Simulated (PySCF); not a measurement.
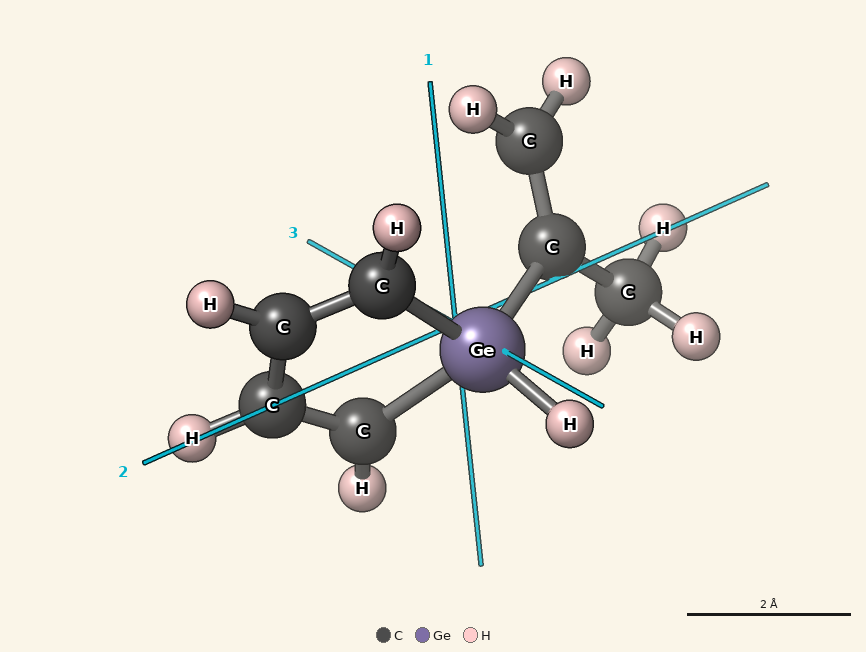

The three principal axes of inertia are drawn and numbered. Atoms fade into the background with distance from the viewer. The geometry was computed by an optimisation with PBE0-D3(BJ)/def2-SVP. No frequency run is at hand to confirm it as a minimum. Masses are those of the most abundant isotopes; constants are for the rigid equilibrium geometry.

**Which line is the a axis (least moment of inertia), which b and which c?**

a is line 2, b is line 1, c is line 3; the moments are 172, 457, 511 u Å².

**What kind of rotor is it, and what are its rotational constants in cm⁻¹?**

An asymmetric top (C1): A = 0.0979, B = 0.0369, C = 0.0330 cm⁻¹. Ray's parameter κ is −0.88, close to the prolate limit.
